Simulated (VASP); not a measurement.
Band structure of GeS (space group Cmcm). All values below come from PBEsol GGA with spin-orbit coupling, VASP's PBE PAW potentials (set 64) (plane waves; VASP).

The path is coarsely sampled, so an indirect gap can come out somewhat too large.

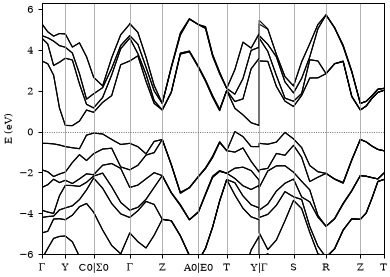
Bands along high-symmetry lines, zero at the valence-band maximum or, without a gap, the Fermi level

**Question.** Read the plot: is there a gap, and where are the band edges?

**Answer.** The gap is indirect, 0.29 eV, from the valence maximum at T-Y at 0.25 to the conduction minimum at Y-C0 at 0.25.

The structure comes from a computed database's GeS entry (Cmcm); how it stands against other phases isn't given here. It was relaxed first, which changed the volume by -8 %.
